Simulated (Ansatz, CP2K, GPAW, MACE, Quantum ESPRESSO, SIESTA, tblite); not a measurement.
# Generalised stacking fault on (110) of a LiCl-LiBr solid solution (56 atoms) in GPAW

How do the settings of GPAW change the result for generalised stacking fault on (110) of a LiCl-LiBr solid solution (56 atoms)? A plane-wave run serves as the yardstick.

Method: the method is named at each step, in GPAW 26.7.0.

### Step 1. The starting structure

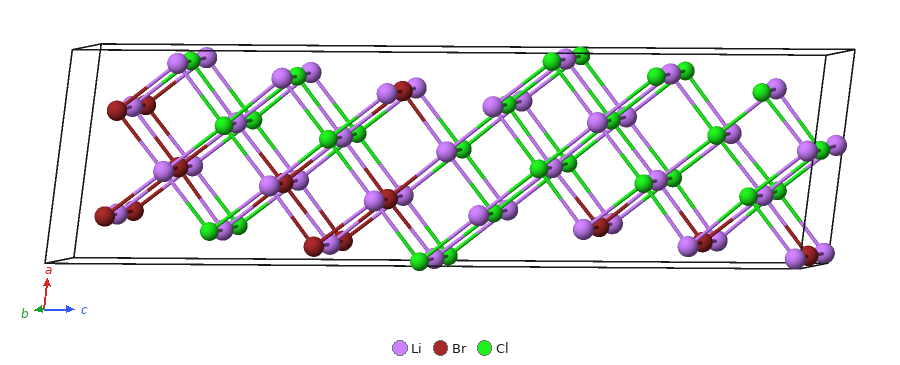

Start, viewed from the side, with the c axis across the page; lithium purple, bromine red, chlorine green. Some periodic images of atoms are drawn too.

The cell holds 56 atoms: 28 Li, 10 Br and 18 Cl. Cell: a = 7.448 Å, b = 5.266 Å, c = 26.488 Å, α = 90.0°, β = 82.6°, γ = 90.0°. Rock-salt LiCl lattice (a = 5.2663 Å, the value set for the mixture), cell with z along [110], 2 x 1 x 7 periods; the third cell vector is tilted by 0.917 of 1/2[1-10] and lengthened by 0.2 Å, so the cell holds one fault; displaced by a Gaussian of 0.01 Å; 10 of 28 Cl sites given to Br at random (lattice constant by Vegard's rule between LiCl and LiBr). Then every atom was moved at random, 0.02 Å r.m.s. a Cartesian component. The structure's axis is c.

The yardstick, on the same geometry:

| Quantity | Value |
| --- | --- |
| method | Kohn-Sham DFT, PBE, PAW, plane waves (Ansatz 0.2.0); cutoff 420 eV, Γ point, fermi-dirac smearing of 0.05 eV; PAW set soft_2 |
| r.m.s. force component | 0.1098 eV/Å |
| longest force | 0.3545 eV/Å |
| pressure | -0.2704 GPa |
| gap (highest filled to lowest empty level) | 5.458 eV |
| SCF cycles | 7 |
| time | 4.1 s on 8 threads of Arm Neoverse V1, shared host |
| CPU time | 28 s |

### Step 2. PBE, LCAO dzp, h 0.2 Å

Method: Kohn-Sham DFT, PBE, PAW, atomic orbitals (dzp).

Input file run.py:

```python
import numpy as np
from ase.io import read
from gpaw import GPAW, FermiDirac

atoms = read("structure.xyz")
atoms.calc = GPAW(
    mode="lcao",
    basis="dzp",
    h=0.2,
    xc="PBE",
    kpts={"size": (1, 1, 1), "gamma": True},
    occupations=FermiDirac(0.05),
    maxiter=200,
    symmetry={"point_group": False},
    txt="gpaw.txt",
)
energy = atoms.get_potential_energy(force_consistent=True)
forces = atoms.get_forces()
print(f"energy {energy:.6f} eV")
print("forces (eV/A)")
for i, (a, f) in enumerate(zip(atoms, forces)):
    print(f"{i:4d} {a.symbol:2s} {f[0]:10.5f} {f[1]:10.5f} {f[2]:10.5f}")
print(f"Fermi level {atoms.calc.get_fermi_level():.4f} eV")
for k in range(len(atoms.calc.get_ibz_k_points())):
    for s in range(atoms.calc.get_number_of_spins()):
        e = atoms.calc.get_eigenvalues(kpt=k, spin=s)
        n = np.searchsorted(e, atoms.calc.get_fermi_level())
        print(f"k {k} spin {s} levels about the Fermi level:", np.round(e[max(n - 6, 0):n], 4).tolist(), "|", np.round(e[n:n + 6], 4).tolist())
```

Input file structure.xyz:

```xyz
56
Lattice="7.44767 0.00000 0.00000 0.00000 5.26630 0.00000 3.41349 0.00000 26.26686" Properties=species:S:1:pos:R:3 pbc="T T T"
Li 7.48600 5.24223 26.04202
Br 5.57132 0.01943 1.82949
Li 7.48243 0.00469 3.73357
Cl 5.56639 5.25582 5.61979
Li 7.47101 5.25919 7.42590
Cl 5.60328 5.25487 9.30792
Li 7.44874 0.03239 11.16473
Cl 5.57336 0.05387 13.05043
Li 7.50168 5.23160 14.89436
Cl 5.59531 5.26198 16.77822
Li 7.46094 5.24539 18.60403
Cl 5.59390 0.01401 20.49367
Li 7.39760 0.04518 22.33524
Cl 5.64956 0.00137 24.19493
Li 3.73712 0.03723 26.11005
Br 1.89282 0.02659 1.87572
Li 3.71302 0.00506 3.72385
Cl 1.87798 0.01238 5.58407
Li 3.72417 5.25334 7.46951
Br 1.85521 5.22828 9.27562
Li 3.70819 5.26040 11.18574
Cl 1.84556 5.22923 13.02101
Li 3.70818 0.00479 14.89016
Cl 9.33147 5.23439 16.74644
Li 3.73672 0.00311 18.59536
Cl 9.31466 5.24839 20.45111
Li 3.65242 0.03707 22.32342
Cl 9.27525 5.21890 24.18994
Li 1.87113 2.67965 1.81425
Cl 7.46262 2.63110 3.69864
Li 1.82307 2.64505 5.55702
Cl 7.44557 2.65764 7.46163
Li 1.84997 2.61488 9.34128
Br 7.44099 2.61098 11.18706
Li 1.86282 2.62888 13.03178
Cl 7.48098 2.60735 14.88753
Li 9.31807 2.63852 16.72989
Cl 7.44843 2.68771 18.60009
Li 9.30922 2.61714 20.44481
Cl 7.42358 2.65021 22.32709
Li 9.30636 2.62004 24.18574
Cl 7.40936 2.62967 26.01102
Li 5.62454 2.59286 1.84525
Br 3.75713 2.61746 3.71597
Li 5.56135 2.61208 5.54835
Br 3.72653 2.65764 7.44981
Li 5.57669 2.59018 9.28954
Br 3.67479 2.68165 11.16368
Li 5.57240 2.66306 13.00577
Cl 3.69825 2.62583 14.89567
Li 5.53901 2.65221 16.74617
Br 3.72981 2.63225 18.63844
Li 5.59889 2.60139 20.45532
Br 3.70610 2.65664 22.31238
Li 5.59074 2.58970 24.20255
Br 3.73879 2.62736 26.04779
```

Started as:

```bash
$ OMP_NUM_THREADS=1 python run.py > output.txt
```

What it wrote:

```text
energy -192.499552 eV
forces (eV/A)
   0 Li   -0.22267    0.01281   -0.36393
   1 Br    0.30432   -0.15514    0.01680
   2 Li   -0.06413   -0.00296    0.20053
   3 Cl    0.11633   -0.00083   -0.09436
   4 Li   -0.22710    0.00956   -0.13566
   5 Cl   -0.02885    0.03248    0.04312
   6 Li   -0.16801   -0.11793    0.14855
   7 Cl   -0.01230   -0.09597   -0.01893
   8 Li   -0.06976    0.02119    0.00907
   9 Cl   -0.03465    0.02222   -0.07427
  10 Li   -0.03243    0.02120    0.03314
  11 Cl   -0.01154    0.02012   -0.04844
  12 Li    0.03815   -0.03460   -0.01766
  13 Cl   -0.18382    0.01526    0.15103
  14 Li   -0.12473   -0.09723   -0.35946
  15 Br    0.01565   -0.02583   -0.11883
  16 Li    0.09539   -0.03819    0.27396
  17 Cl   -0.10080   -0.00420   -0.04021
  18 Li    0.19651    0.07649   -0.17840
  19 Br    0.01319    0.14263    0.13167
  20 Li    0.14764    0.10484    0.10778
  21 Cl    0.00567    0.07781    0.02457
  22 Li    0.02916   -0.00795    0.02157
  23 Cl   -0.04159    0.07224   -0.04726
[...]
48 Li   -0.00131   -0.01833    0.34572
  49 Cl    0.08082    0.01940   -0.04213
  50 Li    0.24873   -0.01583   -0.11756
  51 Br   -0.02459   -0.02073   -0.17231
  52 Li    0.32377    0.02966    0.07814
  53 Br   -0.00386   -0.03904    0.07301
  54 Li    0.35074    0.02522   -0.05072
  55 Br   -0.25546    0.08286    0.21080
Fermi level 3.7390 eV
k 0 spin 0 levels about the Fermi level: [0.7938, 0.821, 0.8368, 0.8789, 0.9176, 1.0647] | [6.4801, 6.8991, 7.018, 7.8308, 7.9007, 7.9355]
```

gpaw.txt:

```text
Input parameters:
  mode=LCAO(),
  basis={'default': 'dzp'},
  h=0.2,
  kpts=MonkhorstPack(size=(1, 1, 1), gamma=True),
  maxiter=200,
  occupations=Occupations(name='fermi-dirac', width=0.05, fixmagmom=False),
  symmetry=Symmetry(point_group=False),
  xc=XC(name='PBE')
Unit cell  # Å
| periodic |        x |        y |         z |   lengths |    angles |
|----------|----------|----------|-----------|-----------|-----------|
|      yes | 7.447670 | 0.000000 |  0.000000 |  7.447670 | 90.000000 |
|      yes | 0.000000 | 5.266300 |  0.000000 |  5.266300 | 82.595666 |
|      yes | 3.413490 | 0.000000 | 26.266860 | 26.487730 | 90.000000 |
Number of symmetries: 1
Symmetry operations  # r_c * U_cc + t_c -> r_c
|   | kind |            matrix            |
|---|------|------------------------------|
| 0 |  E   |  1, 0, 0,  0, 1, 0,  0, 0, 1 |
BZ-sampling:
  Number of BZ points: 1
  Number of IBZ points: 1
  Monkhorst-Pack size: [1, 1, 1]
  Monkhorst-Pack shift: [0, 0, 0]
[... lines left out ...]
        l=2, rc=6.2656 Bohr: d-type Gaussian polarization
      Number of RI-basis functions 0
Reference energy: -940689.625382  # eV
eigensolver:
density mixing:
  MSR1-Mixer
occupation numbers:
  Fermi-Dirac:
    width: 0.0500  # eV
FastPoissonSolver using
    Stencil: 8*3+1=25 point O(h^6) finite-difference Laplacian
xc functional:
  name: PBE with 2 nearest neighbor stencil
interpolation: tri-quintic # 5. degree polynomial
Initialization done in: 6.784 s
convergence criteria:
- Maximum [total energy] change in last 3 cyles: 0.0005 eV / valence electron
- Maximum integral of absolute [dens]ity change: 0.0001 electrons / valence electron
- Maximum integral of absolute [eigenst]ate change: 4e-08 eV^2 / valence electron
maximum number of iterations: 200
SCF iterations
|iter     |      energy | eigst |  dens |
|---------|-------------|-------|-------|
|iter:   1| -192.032077 |      c|       |
|iter:   2| -192.039160 |      c| -1.38 |
|iter:   3| -192.436164 |      c| -1.40 |
|iter:   4| -192.498786 |      c| -1.96 |
|iter:   5| -192.499603c|      c| -2.77 |
|iter:   6| -192.499563c|      c| -3.68 |
|iter:   7| -192.499552c|      c| -4.06c|
Converged in 7 steps
SCF loop duration: 42.011 s (6.002 s/step)
Energy contributions relative to reference atoms: (reference = -940689.625382)
Energy contributions:
  Kinetic:         331.357520
  Coulomb:        -328.896852
  Zero:              1.939343
  External:          0.000000
  Xc:             -196.899563
  Entropy:          -0.000000
  Spinorbit:         0.000000
  ----------------------------
  Free energy:    -192.499552
  Extrapolated:   -192.499552
dipole moment: (-1.012824, 30.278950, 161.939930)  # |e|*Ang
Fermi level: 3.739
Eigenvalues  # (at kpt = [0.000, 0.000, 0.000])
| band index |      eig [eV] | occ [0-2] |
|------------|---------------|-----------|
|          0 |       -12.642 |     2.000 |
|        ... |               |           |
|        104 |         0.746 |     2.000 |
|        105 |         0.754 |     2.000 |
[...]
|        119 |         8.022 |     0.000 |
|        ... |               |           |
|        138 |         9.127 |     0.000 |
Gap: 5.415 eV
Transition (v -> c):
  (s=0, k=0, n=111, [0.00, 0.00, 0.00]) -> (s=0, k=0, n=112, [0.00, 0.00, 0.00])
No difference between direct/indirect transitions
Force computation time: 13.714  # s
timing:  # [seconds]
  Total:  62.540  # ━━━━━━━━━━━━━━━━━━━━━━━━━━━━━━━━━━━━━━━━━━━━━━━━━━━━━━━━━
  Init:    6.783  # ━━━━━━
  SCF:    42.011  # ━━━━━━━━━━━━━━━━━━━━━━━━━━━━━━━━━━━━━━╸
  Forces: 13.715  # ━━━━━━━━━━━━╸
```

It took 64 s on 1 thread of Arm Neoverse V1, shared host; peak memory 1 GiB.

Banners, paths, timers and routine set-up lines are dropped from the logs unmarked, and long logs keep their key lines alone; longer cuts are marked.

Numbers from this run, and their distance from the reference:

- r.m.s. force component: 0.1288 eV/Å
- r.m.s. difference of force components: 23.36 meV/Å
- longest difference of force vectors: 79.11 meV/Å
- force difference over r.m.s. force: 21.28 %
- slope of forces against the reference's: 1.166
- correlation of force components: 0.9935
- gap (highest filled to lowest empty level): 5.415 eV
- gap difference: -0.0428 eV

Length of the force difference by element (eV/Å):

```tsv
element	atoms	mean	most
Br	10	0.032	0.062
Cl	18	0.026	0.052
Li	28	0.044	0.079
```

Levels nearest the highest filled one (eV from it): -0.27, -0.24, -0.23, -0.19, -0.15, 0.00, 5.42, 5.83, 5.95, 6.77, 6.84, 6.87.

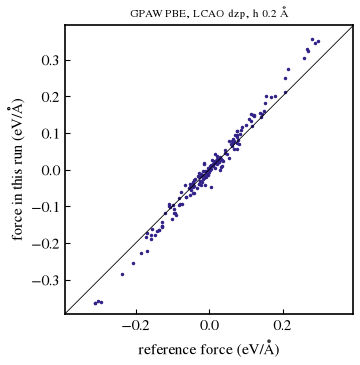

Force components against those of the reference; the line marks equality.

A closer look about Li1, which has 5 bonded neighbours where the commonest count for Li is 6: 9 atoms, nearest first, numbered in the order of the input, with positions taken from that point.

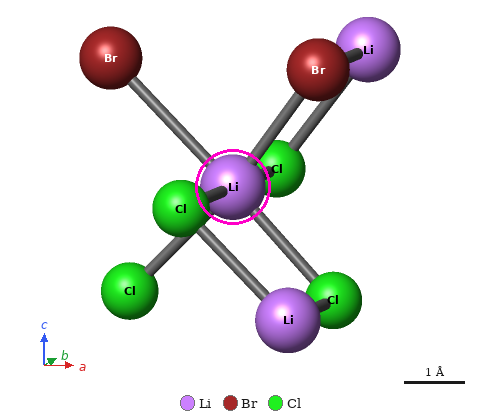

The atoms of the table, within 3.7 Å (arrows a, b, c point along x, y, z); some may hide others; the central atom is ringed.

```tsv
atom	x	y	z	distance (Å)	bonds	Fx	Fy	Fz (eV/Å)
Li1	0.00	0.00	0.00	0.00	5	-0.223	0.013	-0.364
Br2	1.50	0.04	2.05	2.54	5	0.304	-0.155	0.017
Cl28	1.79	-0.02	-1.85	2.58	6	0.161	0.118	0.055
Cl14	-1.84	0.03	-1.85	2.60	6	-0.184	0.015	0.151
Cl42	-0.08	-2.61	-0.03	2.61	5	0.152	0.003	0.155
Cl42	-0.08	2.65	-0.03	2.66	5	0.152	0.003	0.155
Br16	-2.18	0.05	2.10	3.03	5	0.016	-0.026	-0.119
Li43	1.55	2.62	2.07	3.68	5	0.027	0.122	-0.154
Li41	1.82	-2.62	-1.86	3.69	6	-0.364	0.005	0.014
```

Atoms are counted from 1 here, from 0 in the log.

Forces lie 21 % from the reference's, at 2.3 times its CPU time (on 1 against 8 cores).

### Step 3. PBE, LCAO szp(dzp), h 0.2 Å

Method: Kohn-Sham DFT, PBE, PAW, atomic orbitals (szp(dzp)).

Edit run.py of step 2 so:

```diff
@@ -7,3 +7,3 @@
     mode="lcao",
-    basis="dzp",
+    basis="szp(dzp)",
     h=0.2,
```

structure.xyz is that of step 2.

What it wrote:

```text
energy -190.494209 eV
forces (eV/A)
   0 Li   -0.24319    0.01859   -0.38999
   1 Br    0.31965   -0.16318    0.00326
   2 Li   -0.06035   -0.00746    0.22070
   3 Cl    0.12553   -0.00180   -0.10271
   4 Li   -0.25290    0.01179   -0.15177
   5 Cl   -0.03322    0.03008    0.04324
   6 Li   -0.18936   -0.13319    0.17379
   7 Cl   -0.01295   -0.10009   -0.01380
   8 Li   -0.08185    0.04460    0.00809
   9 Cl   -0.03665    0.02838   -0.08602
  10 Li   -0.03906    0.04289    0.03087
  11 Cl   -0.00581    0.01368   -0.05394
  12 Li    0.04538   -0.06963   -0.02235
  13 Cl   -0.20388    0.00634    0.15939
  14 Li   -0.13541   -0.11395   -0.39941
  15 Br    0.00828   -0.02652   -0.13909
  16 Li    0.11045   -0.04157    0.30810
  17 Cl   -0.11765   -0.00346   -0.04240
  18 Li    0.21607    0.07605   -0.20830
  19 Br    0.01138    0.14990    0.13485
  20 Li    0.17122    0.10570    0.12757
  21 Cl    0.00749    0.08460    0.03802
  22 Li    0.03340   -0.00549    0.02562
  23 Cl   -0.05074    0.08142   -0.05239
[...]
48 Li    0.00107   -0.02791    0.39695
  49 Cl    0.09334    0.02029   -0.04093
  50 Li    0.28004   -0.03364   -0.13170
  51 Br   -0.02415   -0.02219   -0.18254
  52 Li    0.36138    0.05782    0.08421
  53 Br   -0.00655   -0.04074    0.07654
  54 Li    0.38482    0.06115   -0.04809
  55 Br   -0.26529    0.08835    0.22525
Fermi level 3.7781 eV
k 0 spin 0 levels about the Fermi level: [0.963, 0.9724, 1.0041, 1.053, 1.0602, 1.1997] | [6.5962, 7.0097, 7.1363, 7.9889, 7.9996, 8.2099]
```

gpaw.txt:

```text
Input parameters:
  mode=LCAO(),
  basis={'default': 'szp(dzp)'},
  h=0.2,
  kpts=MonkhorstPack(size=(1, 1, 1), gamma=True),
  maxiter=200,
  occupations=Occupations(name='fermi-dirac', width=0.05, fixmagmom=False),
  symmetry=Symmetry(point_group=False),
  xc=XC(name='PBE')
Unit cell  # Å
| periodic |        x |        y |         z |   lengths |    angles |
[... lines left out ...]
  Fermi-Dirac:
[... lines left out ...]
convergence criteria:
- Maximum [total energy] change in last 3 cyles: 0.0005 eV / valence electron
[... lines left out ...]
Converged in 7 steps
[... lines left out ...]
  Free energy:    -190.494209
  Extrapolated:   -190.494209
dipole moment: (-1.060869, 30.292219, 161.641074)  # |e|*Ang
Fermi level: 3.778
Eigenvalues  # (at kpt = [0.000, 0.000, 0.000])
| band index |      eig [eV] | occ [0-2] |
|------------|---------------|-----------|
|          0 |       -12.476 |     2.000 |
|        ... |               |           |
|        104 |         0.908 |     2.000 |
|        105 |         0.913 |     2.000 |
[...]
|        119 |         8.360 |     0.000 |
|        ... |               |           |
|        138 |         9.873 |     0.000 |
Gap: 5.397 eV
Transition (v -> c):
  (s=0, k=0, n=111, [0.00, 0.00, 0.00]) -> (s=0, k=0, n=112, [0.00, 0.00, 0.00])
No difference between direct/indirect transitions
Force computation time: 11.402  # s
timing:  # [seconds]
  Total:  53.764  # ━━━━━━━━━━━━━━━━━━━━━━━━━━━━━━━━━━━━━━━━━━━━━━━━━━━━━━━━━
  Init:    6.730  # ━━━━━━━
  SCF:    35.602  # ━━━━━━━━━━━━━━━━━━━━━━━━━━━━━━━━━━━━━╸
  Forces: 11.402  # ━━━━━━━━━━━━
```

Run time: 55 s. Hardware: 1 thread; peak memory 0.98 GiB.

Numbers from this run, and their distance from the reference:

```yaml
r_m_s_force_component: 0.1422 eV/Å
r_m_s_difference_of_force_components: 35.66 meV/Å
longest_difference_of_force_vectors: 123.8 meV/Å
force_difference_over_r_m_s_force: 32.49 %
slope_of_forces_against_the_reference_s: 1.287
correlation_of_force_components: 0.993
spacing_of_highest_filled_and_lowest_empty_level: 5.396 eV
gap_difference: -0.0617 eV
```

This is a coarse setting, run to see what it loses.

Against the first run (21 %), the force difference from the reference is 32 %, at 0.86 times the CPU time, with 364 basis functions against 504: the smaller basis costs accuracy.

### Step 4. PBE, grid h 0.18 Å

Method: Kohn-Sham DFT, PBE, PAW, finite differences on a real-space grid.

Edit run.py of step 3 so:

```diff
@@ -3,2 +3,3 @@
 from gpaw import GPAW, FermiDirac
+from ase.parallel import parprint as print
 
@@ -6,5 +7,4 @@
 atoms.calc = GPAW(
-    mode="lcao",
-    basis="szp(dzp)",
-    h=0.2,
+    mode="fd",
+    h=0.18,
     xc="PBE",
@@ -14,2 +14,3 @@
     symmetry={"point_group": False},
+    nbands=171,
     txt="gpaw.txt",
```

structure.xyz is that of step 3.

Started as:

```bash
$ OMP_NUM_THREADS=1 mpirun -np 2 gpaw python run.py > output.txt
```

What it wrote:

```text
energy -198.270478 eV
forces (eV/A)
   0 Li   -0.17596    0.00613   -0.31845
   1 Br    0.26944   -0.13455   -0.00578
   2 Li   -0.04723   -0.00264    0.15610
   3 Cl    0.07865    0.04722   -0.08796
   4 Li   -0.19048    0.00330   -0.10370
   5 Cl   -0.05125    0.06669    0.06191
   6 Li   -0.14518   -0.10140    0.12434
   7 Cl   -0.01541   -0.10268   -0.02365
   8 Li   -0.05463    0.02649    0.01192
   9 Cl   -0.01035    0.02386   -0.08524
  10 Li   -0.02500    0.01588    0.02937
  11 Cl   -0.00634    0.00057   -0.03493
  12 Li    0.02577   -0.04521   -0.01216
  13 Cl   -0.16976    0.02034    0.10248
  14 Li   -0.09567   -0.08559   -0.31082
  15 Br   -0.02166   -0.03961   -0.12286
  16 Li    0.08028   -0.03142    0.21981
  17 Cl   -0.09185   -0.00433   -0.05569
  18 Li    0.17134    0.05880   -0.15185
  19 Br    0.01388    0.14114    0.11644
  20 Li    0.12191    0.08164    0.08891
  21 Cl    0.04704    0.07947    0.03482
  22 Li    0.02167   -0.00154    0.01465
  23 Cl   -0.02777    0.07127   -0.03369
[...]
48 Li    0.00035   -0.02049    0.29323
  49 Cl    0.08206    0.01600   -0.01659
  50 Li    0.21032   -0.01735   -0.09560
  51 Br   -0.02528   -0.02683   -0.17464
  52 Li    0.27411    0.03342    0.07041
  53 Br   -0.02209   -0.05002    0.07576
  54 Li    0.29946    0.03654   -0.03732
  55 Br   -0.21196    0.06623    0.20247
Fermi level 3.6004 eV
k 0 spin 0 levels about the Fermi level: [0.7111, 0.7415, 0.763, 0.7882, 0.8743, 1.0067] | [6.4602, 6.8637, 6.9772, 7.6978, 7.7442, 7.8015]
```

gpaw.txt:

```text
Input parameters:
  mode=FD(),
  h=0.18,
  kpts=MonkhorstPack(size=(1, 1, 1), gamma=True),
  maxiter=200,
  nbands=171,
  occupations=Occupations(name='fermi-dirac', width=0.05, fixmagmom=False),
  symmetry=Symmetry(point_group=False),
  xc=XC(name='PBE')
Diagonalizing LCAO Hamiltonian
Converting LCAO to fd mode
Unit cell  # Å
[... lines left out ...]
  Converge bands: occupied
[... lines left out ...]
  Fermi-Dirac:
[... lines left out ...]
convergence criteria:
- Maximum [total energy] change in last 3 cyles: 0.0005 eV / valence electron
[... lines left out ...]
Converged in 12 steps
[... lines left out ...]
  Coulomb:        -236.453562
  Zero:              2.985117
  External:          0.000000
  Xc:             -189.650266
  Entropy:          -0.000000
  Spinorbit:         0.000000
  ----------------------------
  Free energy:    -198.270478
  Extrapolated:   -198.270478
dipole moment: (-0.917444, 30.305815, 162.148812)  # |e|*Ang
Fermi level: 3.600
Eigenvalues  # (at kpt = [0.000, 0.000, 0.000])
| band index |      eig [eV] | occ [0-2] |
|------------|---------------|-----------|
|          0 |       -12.708 |     2.000 |
|        ... |               |           |
|        104 |         0.647 |     2.000 |
|        105 |         0.691 |     2.000 |
[...]
|        119 |         7.876 |     0.000 |
|        ... |               |           |
|        170 |        10.989 |     0.000 |
Gap: 5.453 eV
Transition (v -> c):
  (s=0, k=0, n=111, [0.00, 0.00, 0.00]) -> (s=0, k=0, n=112, [0.00, 0.00, 0.00])
No difference between direct/indirect transitions
Force computation time: 3.036  # s
```

It took 1.7 min on 2 MPI ranks; peak memory 1.8 GiB; 3.3 min of CPU time.

Compared with the plane-wave run:

* r.m.s. force component: 0.1121 eV/Å
* r.m.s. difference of force components: 6.703 meV/Å
* longest difference of force vectors: 25.07 meV/Å
* force difference over r.m.s. force: 6.107 %
* slope of forces against the reference's: 1.019
* correlation of force components: 0.9984
* gap (highest filled to lowest empty level): 5.454 eV
* gap difference: -0.0047 eV

Against the first run (21 %), the force difference from the reference is 6.1 %, at 3.1 times the CPU time (on 2 against 1 cores) (12 SCF steps against 7).

(Part 1 of 2 ends here.)

[Also dropped from logs without a mark: logging warnings of Python, and SIESTA's first energy breakdown and zero terms.]

[Logs are printed without paths, hosts, clocks, repeated set-up lines and the standing remarks that a program may print on its own settings, such as how far it seeks lower states.]

[Hosts, paths, dates, database ids (printed as entryN), source tags and the programs' standing remarks are cut or masked in the printed files.]
